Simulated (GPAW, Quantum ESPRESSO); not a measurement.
Consider Ti (Titanium, Im-3m).

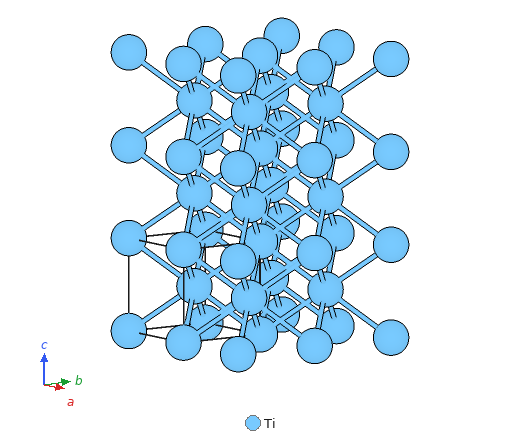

The structure (titanium blue). 2×2×3 conventional cells are drawn. Some periodic images of atoms are drawn too.

```cif
data_structure
_symmetry_space_group_name_H-M 'P 1'
_symmetry_Int_Tables_number 1
_cell_length_a 2.8423
_cell_length_b 2.8423
_cell_length_c 2.8423
_cell_angle_alpha 109.471
_cell_angle_beta 109.471
_cell_angle_gamma 109.471
_cell_volume 17.68
loop_
_atom_site_label
_atom_site_type_symbol
_atom_site_fract_x
_atom_site_fract_y
_atom_site_fract_z
_atom_site_occupancy
Ti1 Ti 0.00000 0.00000 0.00000 1
```

Absorber: atom 1, with 8 Ti at 2.84 Å and 6 Ti at 3.28 Å (cube and octahedron, as in bcc, site symmetry m-3m). Method: Quantum ESPRESSO XSpectra, LDA, excited-electron core hole (neutral cell), 8-atom cell with 5.7 Å between holes, 5×5×5 k points, dipole transitions, Lorentzian half width 0.47 eV up to 4 eV, rising linearly to 4 eV at 25 eV.

This is not the structure that Ti takes at ambient pressure and room temperature (hexagonal, No. 194); it is a model or a phase of other conditions.

Q: Where do the maxima of the Ti K edge fall?

Main maxima up to 30 eV above the zero (height): 0.4 eV (0.72) and 15.0 eV (1.48). A K edge sees empty p states. The weak features of the first eV are p character mixed into the empty d bands; the main 4p edge lies above them. The total-energy difference is 4970.43 eV. One term is added: -22.68 eV, since the hole is spin-paired here and a spin-polarised one costs that much less in the free atom (computed apart). The photon energy is then 4947.75 eV. The tabulated edge of the element is 4966 eV. The functional leaves an error in such absolute values: in the free atom LDA prices this hole 13.2 eV below PBE (computed apart), and PBE is itself good to a few eV.

The Ti K spectrum (energy from the energy zero of the input (xe0, at the border of filled and empty states); intensity scaled to a mean of 1 over the first 20 eV; the points at xe0, where the cut of filled states can leave a spike, are interpolated):

```tsv
E (eV)	intensity
-2.0	0.06
-0.5	0.26
1.0	0.45
2.5	0.33
4.0	0.41
5.5	0.64
7.0	0.66
8.5	0.94
10.0	1.21
11.5	1.37
13.0	1.44
14.5	1.48
16.0	1.45
17.5	1.32
19.0	1.24
20.5	1.24
22.0	1.26
23.5	1.27
25.0	1.26
26.5	1.27
28.0	1.30
29.5	1.33
31.0	1.35
```

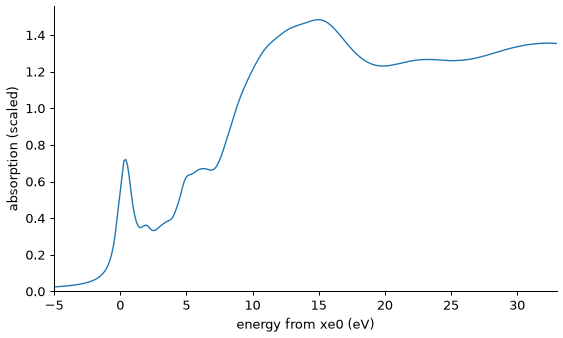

The Ti K edge.

Quadrupole 1s→3d transitions, which feed the pre-edge, are not in the dipole spectrum. The holes are only 5.7 Å apart, so the shape is probably not converged with cell size; no larger cell was run here. Lifetime broadening is put in by hand, and intensities beyond about 20 eV depend on it and on the partial waves. The structure is a published determination, not relaxed.

[Banner, clock and machine lines of the logs are left out without a mark of their own.]

[Logs are printed without paths, hosts, clocks, repeated set-up lines and the standing remarks that a program may print on its own settings, such as how far it seeks lower states.]

[Hosts, paths, dates, database ids (printed as entryN), source tags and the programs' standing remarks are cut or masked in the printed files.]

[Lists of maxima count a maximum above −3 eV only where it reaches 4 % of the highest in the window and stands out from its surroundings by 2 % of it (1.5 % where it reaches 55 %); shoulders and weaker maxima are passed over, and of the rest the first, up to two pre-edge ones and the few strongest are named.]
